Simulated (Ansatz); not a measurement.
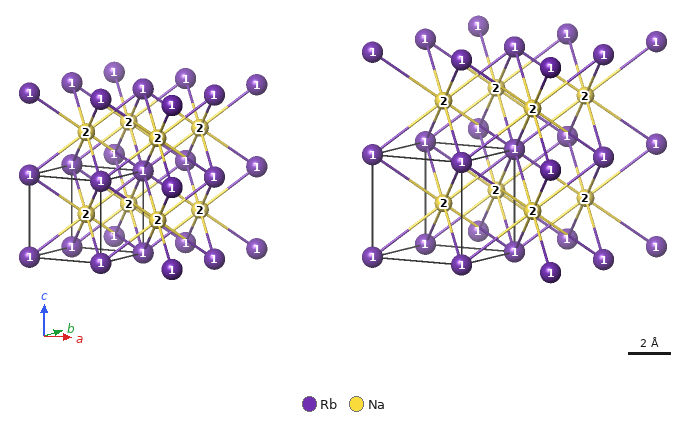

Two geometries of crystalline RbNa (built on the caesium chloride_221 type) (coarse preliminary run), drawn at one scale. One is the start of a relaxation, the other its converged end. Style: ball-and-stick. Shown: the cell of the calculation, repeated 2 × 2 × 2 with one cell outlined, from a free direction.

All numbers below come from Ansatz 0.2.0, DFT PBE, scalar-relativistic, plane waves, PAW. Settings: plane-wave cutoff 420 eV; k-point mesh 4 × 4 × 4; occupations gaussian; smearing width 0.1 eV; no spin polarisation; cell and atoms relaxed; force threshold 0.04 eV/Å; at most 70 steps.

Which one is relaxed?

The right one is the relaxed one. Case: caesium chloride type (Pm-3m, No. 221). No atom moves by more than 0.005 Å relative to the cell. Cell: a = b = c 3.988 → 4.982 Å (+24.9 %). Volume +95.0 %. Near-neighbour distances that change, for instance: Rb1–Na2 3.453 → 4.315 Å. The space group stays Pm-3m (No. 221). The energy falls by 544 meV per atom in 6 accepted moves (8 points after the start). All forces vanish by symmetry, so only the cell relaxes. The pressure goes from 9.39 to 0.06 GPa. The SCF was repeated twice at an unchanged geometry on a basis and grid sized afresh for the cell, which shifted the energy by 30.7 meV per atom at most. The run took 4.6 s on 1 thread of Intel(R) Xeon(R) 6975P-C (Granite Rapids), with other jobs on the host, peak memory 0.37 GiB.

Limits of the set-up: the k-point mesh is coarse for a cell with partly filled bands.
